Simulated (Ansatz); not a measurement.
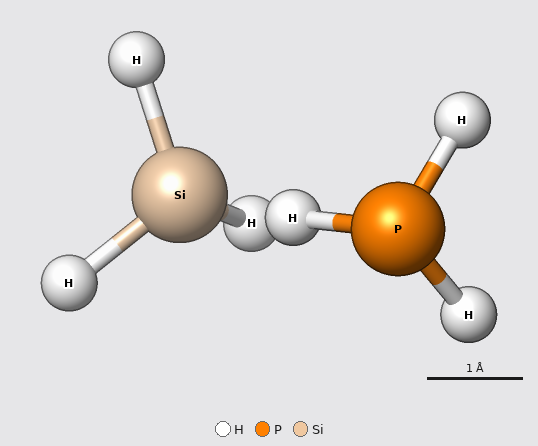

**Figure 1.** The structure as given in the input (ball-and-stick view, seen at a tilt).

**Phonon calculation, with input and output: SiPH₆**

System: SiPH₆, multiplicity 2.
Method: UKS PBE0/def2-SVP (Ansatz 0.2.0).

It belongs to a series of runs on one base structure; here: vibrations at the highest image of the band.

## Input
```yaml
crystal:
  periodic: [false, false, false]
  atoms:
    - { symbol: H, position_ang: [0.285875, -0.010261, 0.648189] }
    - { symbol: P, position_ang: [1.316511, 0.689125, 1.564337] }
    - { symbol: Si, position_ang: [-0.975252, -0.692698, -0.732053] }
    - { symbol: H, position_ang: [0.892241, 1.976954, 1.109208] }
    - { symbol: H, position_ang: [2.323349, 0.589165, 0.553576] }
    - { symbol: H, position_ang: [-2.287122, -0.017121, -0.492522] }
    - { symbol: H, position_ang: [-1.101574, -2.171991, -0.557148] }
    - { symbol: H, position_ang: [-0.454028, -0.363174, -2.093689] }
magnetization:
  spin_polarized: true
  initial_magnetization: 1
basis:
  gaussian: { orbitals: def2-SVP }
hamiltonian:
  xc: pbe0
phonons: {}
```

Run on 2 threads of Arm Neoverse V1, 24 GiB of memory available, shared host.

Run as:
```bash
ansatz run input.yaml --threads 2 --pin off --max-ram 3072MiB --backend cpu --events-out ev --progress --plain --runs-dir out
```

## What the program printed
```
Engine: ansatz 0.2.0, aarch64-unknown-linux-gnu
Functional definition: PBE0
  parameter a = 0.25
  parameter kappa = 0.804
  parameter beta = 0.06672455060314922
  exchange = (1 - a)*pbe_x(kappa = kappa, mu = beta*pi^2/3) + a*exact_x
  correlation = pbe_c(beta = beta)
683 factors; integrals over basis functions are off by at most 2.4e-4 eV
mean field evaluation 1: about -17248.9979 eV, gradient 6.0e0 eV
mean field evaluation 2: about -17249.2596 eV, gradient 2.7e0 eV
mean field evaluation 4: about -17249.3121 eV, gradient 3.0e-1 eV
mean field evaluation 8: about -17249.3127 eV, gradient 7.9e-3 eV
mean field -17249.31269688 eV, -633.9005496062 hartree, gradient 4.2e-5 eV, S^2 0.758235; 0 other end points of the search recorded, 0 dependent functions left out
the calculation of the forces begins
reference -17249.31272076 eV, -633.9005504839 hartree; 18, 17 occupied and 48, 49 virtual orbitals, 683 factors
these checks for a lower state are left out or cut short: stability, starts, cluster_reference, orbital_swaps, neighbouring_geometries, increment
683 factors; integrals over basis functions are off by at most 2.4e-4 eV
mean field evaluation 16: about -17249.3126 eV, gradient 4.7e-2 eV
mean field -17249.31265430 eV, -633.9005480415 hartree, gradient 2.9e-6 eV, S^2 0.758191; 0 other end points of the search recorded, 0 dependent functions left out
[... from here on the field's lines of each further geometry are left out, up to the last ...]
the calculation of the forces begins
reference -17249.31270642 eV, -633.9005499569 hartree; 18, 17 occupied and 48, 49 virtual orbitals, 683 factors
these checks for a lower state are left out or cut short: stability, starts, cluster_reference, orbital_swaps, neighbouring_geometries, increment
683 factors; integrals over basis functions are off by at most 2.4e-4 eV
mean field -17249.31261931 eV, -633.9005467555 hartree, gradient 1.4e-6 eV, S^2 0.758235; 0 other end points of the search recorded, 0 dependent functions left out
the calculation of the forces begins
reference -17249.31264320 eV, -633.9005476334 hartree; 18, 17 occupied and 48, 49 virtual orbitals, 683 factors
WARN: phonons: 3 modes above zero are rigid motions of the cell's bodies and no vibrations: the zero-point energy, free energy, entropy and heat capacity leave them out. With what each would have added to F at 1000 K, by the weight of its row in the mesh: 0.04 cm⁻¹ (-0.852 eV; rigid weight 1.000, of which rotation 0.000), 0.22 cm⁻¹ (-0.694 eV; rigid weight 1.000, of which rotation 0.001), 44.96 cm⁻¹ (-0.236 eV; rigid weight 0.628, of which rotation 0.628). A body is a set of atoms that hang together within twice the van der Waals contact; here: 8 atoms, out of reach of every periodic image. What nothing holds moves and turns at no cost, which is at zero frequency: what stands here is left by the forces on the atoms, the periodic images, the SCF threshold and the grid, and changes its size and its sign with the last two. The forces' share comes down as the geometry is relaxed further. The table is the vibrational part alone. If the cell is meant as a crystal, declare phonons.rigid_motions: translations: the three translations of the whole cell alone are then left out. The least rigid weight left out is 0.62764 and the largest kept is 0.37868. The rigid motions are mixed with soft vibrations: those modes' frequencies are not settled, nor the sums by as much as one such mode adds.
WARN: phonons: modes at or below zero, which the zero-point energy, F, S and C_V leave out: 1, the lowest at -299.86 cm⁻¹. A minimum has none, and a first-order saddle one
Total energy: -17249.31272076 eV, -633.9005504839 hartree
Atom 0 at     0.285875    -0.010261     0.648189 Å, force    -0.013287     0.000038    -0.005134 eV/Å
Atom 1 at     1.316511     0.689125     1.564337 Å, force     0.021044     0.010553     0.006766 eV/Å
Atom 2 at    -0.975252    -0.692698    -0.732053 Å, force    -0.019301    -0.018261    -0.011080 eV/Å
Atom 3 at     0.892241     1.976954     1.109208 Å, force     0.002948    -0.005267    -0.001171 eV/Å
Atom 4 at     2.323349     0.589165     0.553576 Å, force    -0.000447     0.005495     0.005756 eV/Å
Atom 5 at    -2.287122    -0.017121    -0.492522 Å, force     0.009796    -0.003348    -0.002197 eV/Å
Atom 6 at    -1.101574    -2.171991    -0.557148 Å, force    -0.001407     0.009753    -0.005643 eV/Å
Atom 7 at    -0.454028    -0.363174    -2.093689 Å, force     0.000655     0.001036     0.012704 eV/Å
Dipole moment:     0.004577     0.059063    -0.143427 e Å
Vibrations: -299.86 32.12 122.48 138.85 393.80 400.93 726.64 780.85 923.97 925.71 1063.53 1074.14 1113.80 2205.38 2239.84 2240.09 2400.71 2415.46 cm⁻¹, zero-point energy 1.190144 eV
```

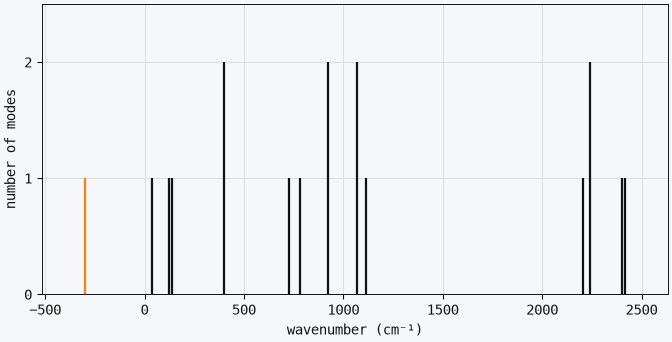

**Figure 2.** Harmonic vibrational wavenumbers from the force constants; neighbouring modes closer than 12 cm⁻¹ are counted in one stick, and imaginary ones are drawn at negative wavenumbers. 18 modes from 300i to 2415 cm⁻¹, 1 imaginary beyond 8i (300i cm⁻¹): a first-order saddle point, if the geometry is stationary.

## Summary

| quantity | value |
| --- | --- |
| outcome | converged |
| total energy | −17249.3127 eV |
| mean-field energy | −17249.3127 eV |
| ⟨S²⟩ | 0.758 |
| largest force (length of the vector) | 0.029 eV/Å |
| wall time | 41 s (CPU time 80 s) |
| peak memory | 0.15 GiB |
